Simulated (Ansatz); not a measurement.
CH5F2GeN (SMILES [CH3][Ge]([NH2])([F])[F])

Input file:

```
crystal:
  periodic: [false, false, false]
  atoms:
    - {symbol: C, position_ang: [-1.500875, -0.210303, 0.038923]}
    - {symbol: Ge, position_ang: [0.309231, 0.220411, -0.428361]}
    - {symbol: N, position_ang: [1.588742, -0.379278, 0.694451]}
    - {symbol: F, position_ang: [0.734917, -0.429639, -1.970747]}
    - {symbol: F, position_ang: [0.413500, 1.935144, -0.689717]}
    - {symbol: H, position_ang: [-1.748983, 0.222297, 1.008579]}
    - {symbol: H, position_ang: [-1.620080, -1.292314, 0.085632]}
    - {symbol: H, position_ang: [-2.171976, 0.200071, -0.714982]}
    - {symbol: H, position_ang: [2.531126, -0.293244, 0.340132]}
    - {symbol: H, position_ang: [1.547597, -0.024345, 1.638991]}
basis:
  gaussian: {orbitals: def2-TZVPP}
hamiltonian: {xc: pbe0, dispersion: d4}
output: {orbitals: {seedname: orbitals}}
```

Run with:

```sh
ansatz run in.yaml --threads 4 --pin off --events-out ev --progress --plain --max-ram 10444MiB
```

Geometry: PBE0-D4/def2-TZVP.

Level of theory: RKS PBE0-D4/def2-TZVPP in Ansatz.

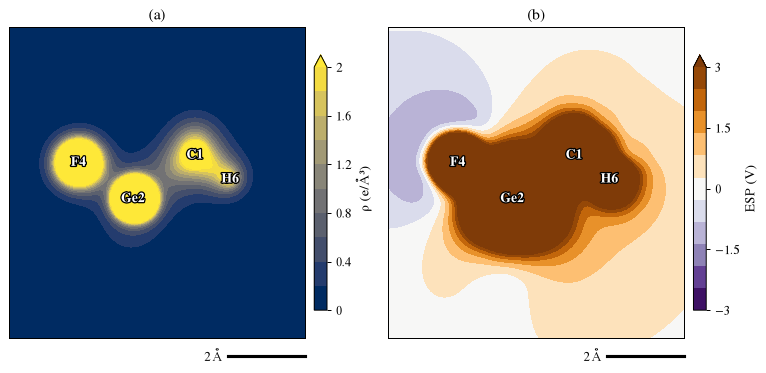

Figure 1. (a) electron density; (b) molecular electrostatic potential on the plane of atoms C1, Ge2 and F4.

What do the fields say about this system?

The plane passes through C, Ge, F and H nuclei. Ge–F (1.73 Å): the density is about 1 e/Å³ at the midpoint. C–Ge (1.92 Å): ρ is about 0.94 e/Å³ halfway. C–H (1.09 Å): the density is about 2 e/Å³ at the midpoint. Outside the dense part of the molecule the potential is most negative (−1.4 V) near F4.

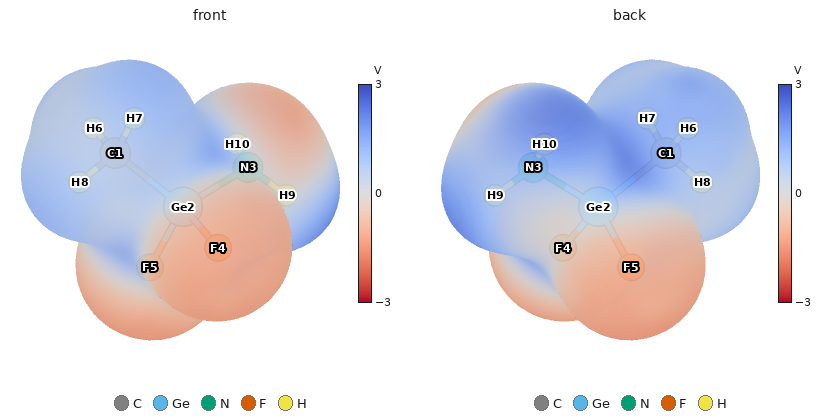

Figure 2. The molecular electrostatic potential painted on the density surface at 0.002 e/bohr³, seen from the front and from behind; the colour scale runs from red (negative) to blue (positive).

Which sites attract a positive test charge, and which a negative one?

A positive charge is drawn to the negative regions and a negative charge to the positive ones. The most negative region (about −1.3 V) lies over F4 and F5, the most positive (about +2.1 V) over Ge2 and H10.

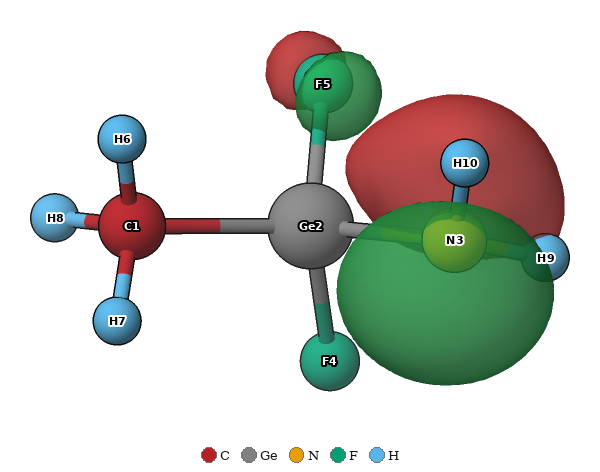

Figure 3. The HOMO at ±0.15 Å⁻³ᐟ² (green and red are the two phases), seen from one side.

Describe this orbital and give its energy.

By Hirshfeld shares it lies mainly on N3 (about 70 %) and Ge2 (about 10 %); largely a lone pair of N3. Its energy is −8.25 eV.
